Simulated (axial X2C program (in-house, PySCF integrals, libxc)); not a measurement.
# Run report: CoN, relativistic diatomic calculation

- system: CoN. The reference is closed-shell CoN; the roots are vertical excitation energies. The distance is the PBE0 minimum at charge 0.
- method: EOM-EE-CCSD, two-component X2C with atomic mean-field Coulomb and Gaunt terms, Co dyall-acv3z, N dyall-av3z (cores contracted) (axial X2C program (in-house, PySCF integrals, libxc))

Log:
```
two-component X2C + atomic mean field  HF
basis functions 181  fitting functions 940  grid points 5072
iter        total energy     max residual
   1      -1441.945856236     2.96e+00
   2      -1445.602017971     6.29e-02
   3      -1445.618066952     3.20e-02
   4      -1445.637370170     2.68e-02
   5      -1445.643727214     7.36e-03
   6      -1445.646503331     6.69e-03
   7      -1445.650094783     6.93e-03
   8      -1445.648835500     6.53e-03
   9      -1445.645267741     3.22e-03
  10      -1445.646018898     2.85e-03
  11      -1445.646489953     2.87e-03
  12      -1445.646585953     2.87e-03
  13      -1445.646022041     2.88e-03
  14      -1445.640178110     5.56e-03
  15      -1445.639943864     5.64e-03
  16      -1445.641279314     2.37e-03
  17      -1445.629533177     2.28e-02
  18      -1445.629140586     2.33e-02
  19      -1445.636324885     6.86e-03
  20      -1445.635873676     8.59e-03
  21      -1445.636177804     7.20e-03
  22      -1445.636696621     3.64e-03
  23      -1441.945856236     3.44e+00
  24      -1444.469347831     2.12e+00
  25      -1445.474902069     2.20e-01
  26      -1445.578007995     1.05e-01
  27      -1445.615873213     7.39e-02
  28      -1445.641696492     2.51e-02
  29      -1445.647426246     1.43e-02
  30      -1445.656008421     2.03e-02
  31      -1445.663549911     5.11e-02
  32      -1445.676284495     3.09e-02
  33      -1445.691895059     2.38e-02
  34      -1445.707868095     3.30e-02
  35      -1445.721022548     7.65e-03
  36      -1445.723701904     5.80e-03
  37      -1445.725097670     4.25e-03
  38      -1445.725637290     4.07e-03
  39      -1445.726202726     3.74e-03
  40      -1445.726570351     3.39e-03
  41      -1445.727152981     3.09e-03
  42      -1445.727569923     2.31e-03
  43      -1445.727862556     2.44e-03
  44      -1445.728037267     2.90e-03
  45      -1445.728160850     1.58e-03
  46      -1445.728236547     1.49e-03
  47      -1445.728289526     1.60e-03
  48      -1445.728350106     1.64e-03
  49      -1445.728436558     1.71e-03
  50      -1445.728551456     1.58e-03
  51      -1445.728682571     1.20e-03
  52      -1445.728795114     1.16e-03
  53      -1445.728862515     7.87e-04
  54      -1445.728892973     8.31e-04
  55      -1445.728906773     5.33e-04
  56      -1445.728912751     4.88e-04
  57      -1445.728916317     1.95e-04
  58      -1445.728917648     1.51e-04
  59      -1445.728918144     7.03e-05
  60      -1445.728918249     4.72e-05
  61      -1445.728918289     2.40e-05
  62      -1445.728918301     1.35e-05
  63      -1445.728918303     5.32e-06
  64      -1445.728918304     4.82e-06
  65      -1445.728918304     1.38e-06
converged
one-electron -2126.75360713  Coulomb 684.46393598  exact exchange -65.04625811  xc functional 0.00000000  nuclear repulsion 62.00526526  atomic mean-field constant -0.39825430
correlated 14  virtual 282  natural virtual 88  E(MP2) -0.595442201  MP2 remainder -0.107410380
iter   CCSD correlation   residual
   1     -0.428477915   3.52e-01
   2     -0.467029019   2.67e-01
   3     -0.491650950   1.28e-01
   4     -0.506079532   9.64e-02
   5     -0.514815654   7.02e-02
   6     -0.523731501   5.19e-02
   7     -0.529227625   3.80e-02
   8     -0.532089418   2.88e-02
   9     -0.535657712   2.25e-02
  10     -0.535867459   1.80e-02
  11     -0.539008788   1.57e-02
  12     -0.539022806   1.12e-02
  13     -0.539636721   8.13e-03
  14     -0.539692063   5.82e-03
  15     -0.539398560   3.67e-03
  16     -0.539222921   2.66e-03
  17     -0.539176681   1.98e-03
  18     -0.539109563   1.52e-03
  19     -0.539120120   1.17e-03
  20     -0.539188861   8.89e-04
  21     -0.539191893   6.28e-04
  22     -0.539221260   4.27e-04
  23     -0.539233662   3.31e-04
  24     -0.539230529   2.80e-04
  25     -0.539230339   2.40e-04
  26     -0.539222526   2.03e-04
  27     -0.539210797   1.60e-04
  28     -0.539202130   1.18e-04
  29     -0.539199383   8.82e-05
  30     -0.539193815   6.71e-05
  31     -0.539191933   4.74e-05
  32     -0.539192487   3.46e-05
  33     -0.539191996   2.68e-05
  34     -0.539192334   2.17e-05
  35     -0.539192881   1.70e-05
  36     -0.539193424   1.38e-05
  37     -0.539193425   1.11e-05
(T) -0.04372757586080649  T1 0.2253  D1 0.4462  max T2 0.099
EOM-EE-CCSD roots
2*Omega      energy/Eh   energy/eV  one-particle weight
    0       0.01868196      0.5084      0.892
    0       0.02871425      0.7814      0.866
    0       0.03162948      0.8607      0.899
    0       0.05634874      1.5333      0.794
    0       0.05972466      1.6252      0.907
    2       0.02217750      0.6035      0.912
    2       0.02912876      0.7926      0.922
    2       0.03971780      1.0808      0.871
    2       0.04734645      1.2884      0.886
    4       0.03329258      0.9059      0.845
    4       0.04121638      1.1216      0.761
    4       0.05720958      1.5568      0.619
    6       0.03682823      1.0021      0.850
```

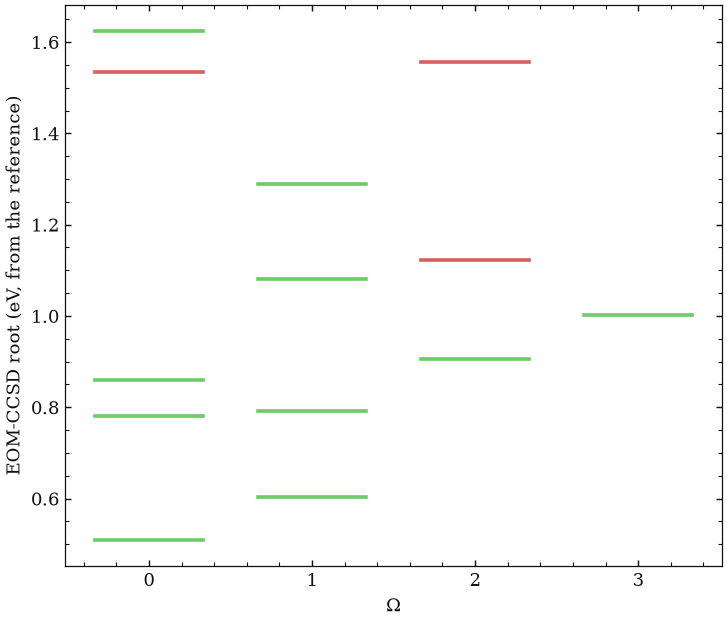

Figure 1. EOM-CCSD roots by Ω at 1.61 Å; roots whose one-particle weight is under 0.8 have the second colour. The lowest has Ω = 0 and lies at 0.508 eV, with one-particle weight 0.89. 3 of the 13 roots are less well described at this level.

The input:
```
{"zs": [27, 7], "q": 0, "bas": ["dyall-acv3z", "dyall-av3z"], "r0": 1.63, "eom": "ee", "thr": -2.0, "nmax": 88}
```

The line is the task of a batch: nuclear charges, charge, bases, a first guess of the distance and further settings. This report covers the levels named above. The log is that of the reference distance 1.613 Å.

The run was one of a batch that the task file lists, launched with:
```bash
python <driver script> task.json out
```

Results in brief:

```
                                                                                                         quantity                                                                 value
                                                                                                          outcome                                                             converged
                                                                                   HF energy of the reference CoN                                                   −1445.72892 hartree
                                                                                  MP2 energy of the reference CoN                                                   −1446.32436 hartree
CCSD energy of the reference CoN (with the MP2 share of the virtual spinors left out of the coupled-cluster step)                                                   −1446.37552 hartree
                                                                              CCSD(T) energy of the reference CoN                                                   −1446.41925 hartree
                                         T1 diagnostic (spinor form; for a closed shell √2 times the usual value)                                                                 0.225
                                                                                                         hardware  1 thread of Arm Neoverse N1, 98 GiB of memory available, shared host
                                                                                                        wall time                                                               2.4 min
                                                                                                      peak memory                                                              0.83 GiB
```
